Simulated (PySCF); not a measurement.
# triethylgallium (C₆H₁₅Ga): geometry, NMR shifts and electronic excitations

What NMR shifts and electronic excitations should triethylgallium (C₆H₁₅Ga) (`C[CH2][Ga]([CH2]C)[CH2]C`) show?

The runs use PySCF 2.14.0, with density-fitted response routines of our own; the level of theory stands in each step. All values are computed, except where a source is named. Atoms count from 0, in the outputs and in this text.

### Step 1. The molecule as given

22 atoms, charge 0, multiplicity 1; geometry from: GFN2-xTB.

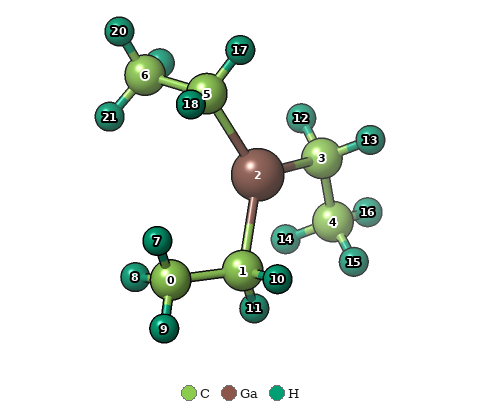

The starting geometry (carbon green, gallium brown, hydrogen teal), atoms numbered.

### Step 2. Optimising the geometry at PBE0-D3(BJ)/def2-SVP

Job settings and geometry (Å):

```
{"job": {"xc": "PBE0", "basis": "def2-SVP", "d3": "d3bj", "grid": 1, "kind": "geom"}, "charge": 0, "multiplicity": 1}
C     -1.788053    -2.025081    -0.459393
C     -0.442607    -1.925928     0.266631
Ga     0.146168     0.050495     0.517873
C      2.151456     0.593587     0.444112
C      3.007193    -0.423929    -0.315985
C     -1.279525     1.531568     0.810503
C     -1.580686     2.283428    -0.493201
H     -2.547708    -1.431380     0.052373
H     -1.700997    -1.651888    -1.480781
H     -2.139929    -3.057104    -0.503607
H     -0.527429    -2.410110     1.248095
H      0.321198    -2.482856    -0.288863
H      2.240016     1.580877    -0.027725
H      2.541945     0.707517     1.463378
H      2.670284    -0.512576    -1.350205
H      2.933901    -1.409226     0.147140
H      4.059013    -0.132690    -0.324356
H     -0.921994     2.250156     1.559680
H     -2.210457     1.105605     1.204830
H     -0.671230     2.731842    -0.897662
H     -2.307169     3.081092    -0.329095
H     -1.984620     1.604757    -1.246272
```

Standard output:

```text
step   0  E = -2161.55721843  max force = 0.019889
step   1  E = -2161.56475441  max force = 0.006218
step   2  E = -2161.56508957  max force = 0.001462
step   3  E = -2161.56519146  max force = 0.000719
step   4  E = -2161.56524220  max force = 0.000728
step   5  E = -2161.56526495  max force = 0.000679
step   6  E = -2161.56532283  max force = 0.001550
step   7  E = -2161.56540228  max force = 0.001785
step   8  E = -2161.56552245  max force = 0.001763
step   9  E = -2161.56562639  max force = 0.001094
step  10  E = -2161.56566528  max force = 0.000504
step  11  E = -2161.56571204  max force = 0.000862
step  12  E = -2161.56573202  max force = 0.000991
step  13  E = -2161.56574651  max force = 0.000605
step  14  E = -2161.56575061  max force = 0.000208
optimisation converged
```

It took 4.4 min on 1 thread, shared host.

Along the way:

```
step  energy from step 0 (eV)  largest force component (eV/Å)
   0                   0.0000                          1.0227
   1                  -0.2051                          0.3197
   2                  -0.2142                          0.0752
   3                  -0.2170                          0.0370
   4                  -0.2183                          0.0374
   5                  -0.2190                          0.0349
   6                  -0.2205                          0.0797
   7                  -0.2227                          0.0918
   8                  -0.2260                          0.0907
   9                  -0.2288                          0.0563
  10                  -0.2299                          0.0259
  11                  -0.2311                          0.0443
  12                  -0.2317                          0.0510
  13                  -0.2321                          0.0311
  14                  -0.2322                          0.0107
```

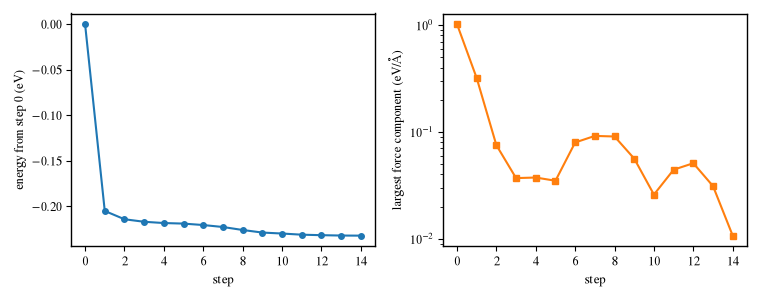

Energy and force, step by step.

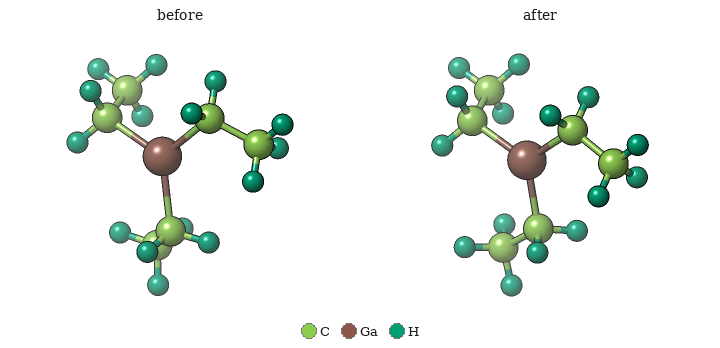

The geometry before (left) and after (right).

Distances of close pairs at the start and the end, largest changes first:

```
  bond  before (Å)  after (Å)  change (Å)
Ga2–C3       2.079      1.985      -0.094
C1–Ga2       2.078      1.985      -0.092
Ga2–C5       2.076      1.988      -0.088
 C0–H9       1.091      1.103      +0.012
C6–H20       1.091      1.103      +0.012
C4–H16       1.091      1.103      +0.012
C6–H21       1.091      1.103      +0.012
 C0–H8       1.091      1.102      +0.011
```

The next job starts from the end point, and lists it.

```
                         at the end point                value
  point group (found at 0.08 Å tolerance)                   C1
rotational constants (GHz, main isotopes)  1.941, 1.381, 0.882
                        dipole moment (D)                 0.14
```

### Step 3. Shielding tensors: PBE0/pcSseg-1

Job settings and geometry (Å):

```
{"job": {"kind": "nmr", "xc": "PBE0", "basis": "pcSseg-1"}, "charge": 0, "multiplicity": 1}
C     -2.033126    -1.848570    -0.233939
C     -0.515333    -1.709114    -0.186477
Ga     0.170615     0.080034     0.333674
C      2.126706     0.418691     0.329916
C      3.007285    -0.776821    -0.018781
C     -1.096455     1.552651     0.757649
C     -1.417974     2.402185    -0.474838
H     -2.493206    -1.647661     0.747193
H     -2.488131    -1.137885    -0.943195
H     -2.356893    -2.858276    -0.539157
H     -0.075397    -2.445931     0.511066
H     -0.066245    -1.958408    -1.165649
H      2.303001     1.251744    -0.376324
H      2.398440     0.833926     1.317607
H      2.776653    -1.176177    -1.019797
H      2.866946    -1.609546     0.689534
H      4.082162    -0.527739    -0.012262
H     -0.665765     2.188538     1.549578
H     -2.026093     1.124741     1.169374
H     -0.514299     2.861704    -0.909022
H     -2.112880     3.227472    -0.243425
H     -1.890509     1.807582    -1.274712
```

Level: GIAO PBE0/pcSseg-1 NMR shielding, non-relativistic, gas phase.

Standard output:

```text
coarse grid: 75576 points
cycle   1  E = -2161.5885705650  dE = -3.722e-01  |g| = 1.081e+00  |ddm| = 4.028e+00
cycle   2  E = -2161.5027052914  dE =  8.587e-02  |g| = 1.295e+00  |ddm| = 1.413e+00
cycle   3  E = -2161.7318253435  dE = -2.291e-01  |g| = 7.326e-02  |ddm| = 8.578e-01
cycle   4  E = -2161.7323990448  dE = -5.737e-04  |g| = 2.261e-02  |ddm| = 6.134e-02
cycle   5  E = -2161.7325078885  dE = -1.088e-04  |g| = 5.316e-03  |ddm| = 2.322e-02
cycle   6  E = -2161.7325138373  dE = -5.949e-06  |g| = 8.250e-04  |ddm| = 4.702e-03
final grid: 161120 points
cycle   7  E = -2161.7325172953  dE = -7.140e-08  |g| = 7.977e-04  |ddm| = 2.575e-03
cycle   8  E = -2161.7325172190  dE =  7.629e-08  |g| = 9.951e-04  |ddm| = 1.755e-03
cycle   9  E = -2161.7325174662  dE = -2.472e-07  |g| = 1.223e-04  |ddm| = 9.289e-04
cycle  10  E = -2161.7325174686  dE = -2.422e-09  |g| = 1.114e-05  |ddm| = 9.956e-05
cycle  11  E = -2161.7325174687  dE = -2.547e-11  |g| = 3.215e-06  |ddm| = 1.335e-05
converged SCF energy = -2161.7325174687

GIAO shielding tensors (ppm)
atom      isotropic    diamagn.    paramagn.     s11        s22        s33       span
  0 C      172.855     245.264     -72.409    164.789    168.112    185.663     20.874
  1 C      173.964     254.818     -80.854    152.680    182.874    186.337     33.657
  2 Ga    1000.230    2640.712   -1640.482    833.608    945.540   1221.543    387.935
  3 C      172.665     255.140     -82.475    156.305    178.943    182.748     26.443
  4 C      172.489     244.809     -72.320    163.464    168.145    185.858     22.394
  5 C      177.421     254.323     -76.902    160.843    177.458    193.963     33.120
  6 C      175.410     245.836     -70.426    167.981    171.953    186.297     18.315
  7 H       30.056      30.125      -0.069     25.594     28.698     35.876     10.282
  8 H       30.120      30.578      -0.458     25.200     29.371     35.789     10.588
  9 H       29.817      27.287       2.531     24.180     27.465     37.807     13.627
 10 H       30.619      32.433      -1.813     24.842     30.631     36.385     11.543
 11 H       30.468      33.045      -2.577     25.011     30.496     35.898     10.887
 12 H       30.600      32.785      -2.185     25.286     30.412     36.100     10.814
 13 H       30.782      32.208      -1.427     25.338     30.254     36.753     11.415
 14 H       30.205      30.340      -0.134     25.470     29.397     35.748     10.277
 15 H       30.213      29.897       0.316     25.561     29.138     35.939     10.379
 16 H       29.880      26.699       3.182     24.296     27.448     37.897     13.601
 17 H       30.807      32.160      -1.353     26.433     28.792     37.195     10.762
 18 H       30.318      32.785      -2.467     26.203     28.859     35.891      9.688
 19 H       30.374      30.323       0.051     25.119     29.494     36.509     11.391
 20 H       29.809      27.076       2.733     24.853     26.679     37.896     13.044
 21 H       30.375      30.652      -0.277     25.139     29.687     36.298     11.159
```

Run time: 36 s. Hardware: 1 thread, shared host.

Shifts follow as δ = σ(reference) − σ, with reference shieldings (ppm) from runs at the same level and on the same kind of geometry: 1H TMS 31.27, 13C TMS 184.4, 71Ga GaH4- 1710. The references are single molecules in the gas phase. Shifts against hydride references such as AlH4− lie on their own scale. Atoms listed in one row are averaged.

```
                          atoms                          environment  σ (ppm)  δ (ppm)
                     C0, C4, C6                        methyl carbon    173.6     10.8
                     C1, C3, C5                 sp3 CH2 bonded to Ga    174.7      9.7
H7, H8, H9, H14, H15 and 4 more          hydrogen on a methyl carbon    30.09     1.17
   H10, H11, H12, H13, H17, H18  hydrogen on an sp3 CH2 bonded to Ga    30.60     0.67
                            Ga2                     Ga bonded to 3 C     1000      710
```

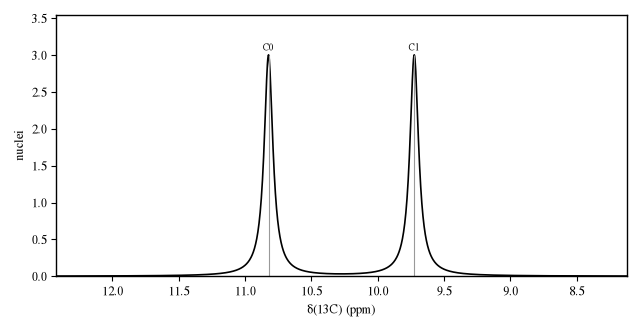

13C lines at the computed shifts, without couplings. Lines are broadened to a width of 0.08 ppm (Lorentzian).

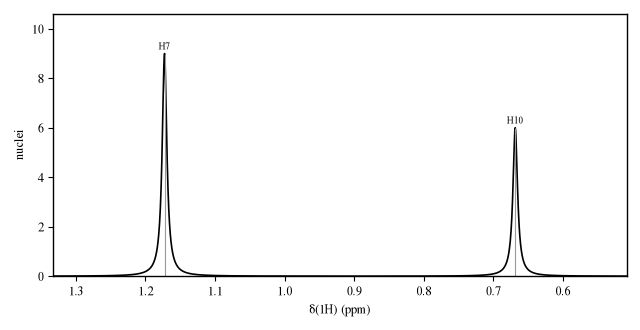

1H lines at the computed shifts, without couplings. Lines are broadened to a width of 0.01 ppm (Lorentzian).

The run also stored atomic charges by several schemes (e):

```
     atoms  Mulliken    IAO  Hirshfeld  ESP fit
C0, C4, C6     -0.28  -0.39      -0.12    -0.19
C1, C3, C5     -0.65  -0.55      -0.19    -0.11
       Ga2      0.98   0.85       0.50     0.47
```

ESP fit charges:

C0 -0.32; C1 0.01; Ga2 0.47; C3 -0.10; C4 -0.15; C5 -0.24; C6 -0.11; H7 0.06; H8 0.08; H9 0.07; H10 -0.02; H11 -0.01; H12 0.01; H13 -0.01; H14 0.02; H15 0.02; H16 0.04; H17 0.02; H18 0.04; H19 0.03; H20 0.04; H21 0.03

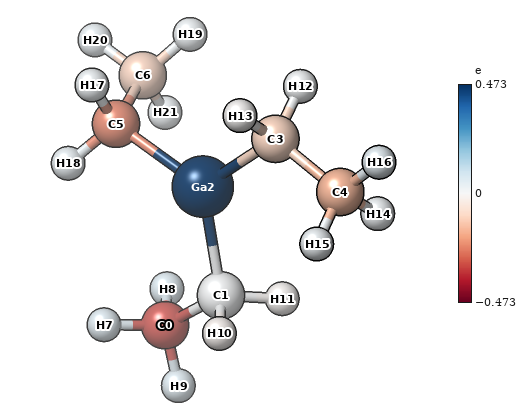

ESP fit charges, as colours on the atoms.

Mayer bond orders: C0–C1 1.04, C1–Ga2 0.84, Ga2–C3 0.85, C3–C4 1.04, Ga2–C5 0.84, C5–C6 1.04.

### Step 4. Excited states and response: wB97X-D/def2-SVPD

The job, as its differences from that of step 3:

```diff
@@ -1,2 +1,2 @@
-{"job": {"kind": "nmr", "xc": "PBE0", "basis": "pcSseg-1"}, "charge": 0, "multiplicity": 1}
+{"job": {"kind": "uv", "xc": "wB97X-D", "basis": "def2-SVPD", "ip": true}, "charge": 0, "multiplicity": 1}
 C     -2.033126    -1.848570    -0.233939
```

Method: TDDFT wB97X-D/def2-SVPD, vertical, gas phase, core orbitals frozen in the response.

Standard output:

```text
coarse grid: 75576 points
cycle   1  E = -2162.0441874459  dE = -1.983e-01  |g| = 5.467e-01  |ddm| = 5.732e+00
cycle   2  E = -2162.0589965458  dE = -1.481e-02  |g| = 5.452e-01  |ddm| = 1.393e+00
cycle   3  E = -2162.1015031843  dE = -4.251e-02  |g| = 4.987e-02  |ddm| = 7.246e-01
cycle   4  E = -2162.1018410018  dE = -3.378e-04  |g| = 2.421e-02  |ddm| = 1.058e-01
cycle   5  E = -2162.1019857668  dE = -1.448e-04  |g| = 2.120e-03  |ddm| = 4.345e-02
cycle   6  E = -2162.1019880822  dE = -2.315e-06  |g| = 5.224e-04  |ddm| = 9.449e-03
final grid: 161120 points
cycle   7  E = -2162.1018998283  dE = -1.744e-06  |g| = 4.454e-04  |ddm| = 1.361e-02
cycle   8  E = -2162.1018998840  dE = -5.574e-08  |g| = 2.695e-04  |ddm| = 1.780e-03
cycle   9  E = -2162.1018999026  dE = -1.856e-08  |g| = 6.830e-05  |ddm| = 5.027e-04
cycle  10  E = -2162.1018999044  dE = -1.804e-09  |g| = 2.453e-05  |ddm| = 2.016e-04
cycle  11  E = -2162.1018999045  dE = -1.564e-10  |g| = 7.845e-06  |ddm| = 4.604e-05
converged SCF energy = -2162.1018999045

Static polarisability (au): isotropic 101.993, principal 83.700 107.379 114.900

Singlet excitations
state   eV       nm        f      main configurations
  1   4.9535    250.3   0.00128   H->L 0.96
  2   4.9963    248.2   0.00122   H-1->L 0.95
  3   6.3008    196.8   0.05686   H->L+1 0.74, H-1->L+1 0.15
  4   6.3512    195.2   0.04802   H-1->L+1 0.74, H->L+1 0.15
  5   7.4102    167.3   0.00324   H-1->L+2 0.63, H->L+3 0.17
  6   7.5340    164.6   0.01113   H->L+2 0.80
  7   7.6074    163.0   0.02743   H-1->L+3 0.43, H->L+3 0.33
  8   7.7636    159.7   0.01957   H->L+3 0.34, H-1->L+3 0.28, H-1->L+2 0.16
  9   8.0375    154.3   0.00129   H-2->L 0.58, H-4->L 0.33
 10   8.1469    152.2   0.00456   H-3->L 0.79

Triplet excitations (Tamm-Dancoff, eV): 4.7031 4.7578 6.0184 6.0838
Vertical ionisation energy (delta-SCF) = 8.7668 eV
```

Run time: 4.9 min. Hardware: 1 thread, shared host.

The orbitals next to the gap, with their largest atomic shares:

```
orbital      eV                       atoms
 HOMO−3  -11.36   C3 15 %, C1 14 %, C0 13 %
 HOMO−2  -11.31   C0 10 %, C4 10 %, C1 10 %
 HOMO−1   -8.70  C3 27 %, C5 20 %, Ga2 18 %
   HOMO   -8.67  C1 31 %, Ga2 18 %, C5 14 %
   LUMO    1.03  Ga2 49 %, C1 10 %, C3 10 %
 LUMO+1    1.39                    Ga2 58 %
 LUMO+2    2.59    C4 15 %, Ga2 9 %, C6 8 %
```

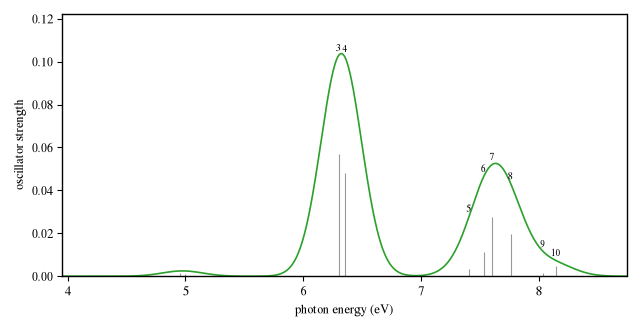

Absorption spectrum from the 10 singlet states computed; above the last one it falls off for lack of states. Lines are broadened to a width of 0.40 eV (Gaussian).

Ground-state properties from the same run:

```
           property  computed
  dipole moment (D)      0.15
polarisability (Å³)     15.11
 HOMO–LUMO gap (eV)      9.70
      −ε(HOMO) (eV)      8.67
```

### Step 5. Nuclear shieldings: wB97X-D/pcSseg-1

The job, as its differences from that of step 4:

```diff
@@ -1,2 +1,2 @@
-{"job": {"kind": "uv", "xc": "wB97X-D", "basis": "def2-SVPD", "ip": true}, "charge": 0, "multiplicity": 1}
+{"job": {"kind": "nmr", "xc": "wB97X-D", "basis": "pcSseg-1", "pop": false}, "charge": 0, "multiplicity": 1}
 C     -2.033126    -1.848570    -0.233939
```

Method: GIAO wB97X-D/pcSseg-1 NMR shielding, non-relativistic, gas phase.

Standard output:

```text
coarse grid: 75576 points
cycle   1  E = -2162.1918858393  dE = -1.947e-01  |g| = 9.237e-01  |ddm| = 3.947e+00
cycle   2  E = -2162.1968875143  dE = -5.002e-03  |g| = 9.190e-01  |ddm| = 8.719e-01
cycle   3  E = -2162.2783205260  dE = -8.143e-02  |g| = 7.257e-02  |ddm| = 4.792e-01
cycle   4  E = -2162.2787962944  dE = -4.758e-04  |g| = 2.497e-02  |ddm| = 5.753e-02
cycle   5  E = -2162.2789515487  dE = -1.553e-04  |g| = 3.320e-03  |ddm| = 2.333e-02
cycle   6  E = -2162.2789575982  dE = -6.049e-06  |g| = 4.704e-04  |ddm| = 9.446e-03
final grid: 161120 points
cycle   7  E = -2162.2787237092  dE = -2.301e-06  |g| = 1.102e-03  |ddm| = 3.097e-03
cycle   8  E = -2162.2787237682  dE = -5.900e-08  |g| = 1.111e-03  |ddm| = 1.227e-03
cycle   9  E = -2162.2787238850  dE = -1.168e-07  |g| = 1.021e-04  |ddm| = 5.230e-04
cycle  10  E = -2162.2787238870  dE = -2.035e-09  |g| = 5.255e-05  |ddm| = 1.316e-04
cycle  11  E = -2162.2787238878  dE = -7.358e-10  |g| = 7.636e-06  |ddm| = 5.835e-05
converged SCF energy = -2162.2787238878

GIAO shielding tensors (ppm)
atom      isotropic    diamagn.    paramagn.     s11        s22        s33       span
  0 C      172.957     245.021     -72.063    165.257    168.504    185.111     19.854
  1 C      174.962     254.692     -79.730    153.781    183.612    187.492     33.711
  2 Ga     979.229    2641.125   -1661.896    801.760    913.205   1222.722    420.962
  3 C      173.765     254.781     -81.017    157.358    180.653    183.283     25.925
  4 C      172.648     244.549     -71.901    164.091    168.489    185.364     21.273
  5 C      178.383     254.016     -75.633    162.539    178.035    194.575     32.036
  6 C      175.620     245.600     -69.980    168.538    172.634    185.689     17.151
  7 H       30.188      30.272      -0.084     25.730     28.825     36.008     10.278
  8 H       30.241      30.757      -0.515     25.335     29.488     35.901     10.566
  9 H       29.970      27.359       2.611     24.386     27.613     37.910     13.525
 10 H       30.782      32.563      -1.781     25.028     30.761     36.557     11.530
 11 H       30.645      33.226      -2.581     25.199     30.640     36.095     10.896
 12 H       30.776      32.895      -2.118     25.481     30.542     36.305     10.824
 13 H       30.937      32.271      -1.334     25.507     30.378     36.925     11.419
 14 H       30.335      30.505      -0.171     25.610     29.519     35.875     10.265
 15 H       30.344      30.021       0.323     25.700     29.260     36.071     10.371
 16 H       30.032      26.729       3.303     24.501     27.595     38.000     13.500
 17 H       30.956      32.242      -1.286     26.607     28.913     37.347     10.740
 18 H       30.497      32.912      -2.414     26.389     29.009     36.094      9.706
 19 H       30.505      30.473       0.032     25.241     29.632     36.641     11.400
 20 H       29.975      27.110       2.865     25.067     26.841     38.016     12.949
 21 H       30.497      30.836      -0.339     25.262     29.832     36.398     11.136
```

Wall time 49 s (1 thread, shared host).

In short: δ C0 10.8, C1 8.8, Ga2 735, H7 1.15, H10 0.61 ppm (means over like atoms).

### Step 6. Side by side: NMR shifts

Shifts (ppm), means over like atoms, with basis size and wall time:

```
             run    C0   C1    H7   H10  Ga2  functions  time
   PBE0/pcSseg-1  10.8  9.7  1.17  0.67  710        218  36 s
wB97X-D/pcSseg-1  10.8  8.8  1.15  0.61  735        218  49 s
```

### Step 7. Results

| quantity | value |
| --- | --- |
| point group | C1 |
| rotational constants (main isotopes) | 1.94, 1.38, 0.88 GHz |
| 13C shifts against TMS (PBE0/pcSseg-1, means over atoms taken as alike) | 10.8, 9.7 ppm |
| 1H shifts against TMS (PBE0/pcSseg-1, means over atoms taken as alike) | 1.17, 0.67 ppm |
| 71Ga shifts against GaH4- (PBE0/pcSseg-1) | 710 ppm |
| lowest singlet (wB97X-D/def2-SVPD) | 4.95 eV (250 nm), f = 0.001 |
| brightest single state of those computed | state 3, 6.30 eV, f = 0.057 |
| lowest triplet | 4.70 eV |
| vertical ionisation energy (ΔSCF) | 8.77 eV |
| range of the shift of Ga2 | 710 to 735 ppm |

**Reading.** The optimisation took 14 steps and gained 0.232 eV; among the close pairs (by a distance rule), Ga2–C3 changed most, from 2.079 to 1.985 Å. At PBE0/pcSseg-1: Shielding is most anisotropic at Ga2 (span 388 ppm, paramagnetic term -1640 ppm). The first singlet state (HOMO→LUMO 0.96) lies at 4.95 eV and is weak; of the 10 states computed, the strongest absorption comes from state 3 at 6.30 eV. The lowest triplet lies 0.25 eV below the lowest singlet (triplets in Tamm-Dancoff, singlets in full TDDFT). ΔSCF puts the ionisation energy at 8.77 eV, 0.09 eV above −ε(HOMO). Across the 2 runs the shift of Ga2 moves most, between 710 (PBE0/pcSseg-1) and 735 ppm (wB97X-D/pcSseg-1). Spin-orbit coupling is left out, which matters for shieldings and couplings at and beside the heavy atoms.
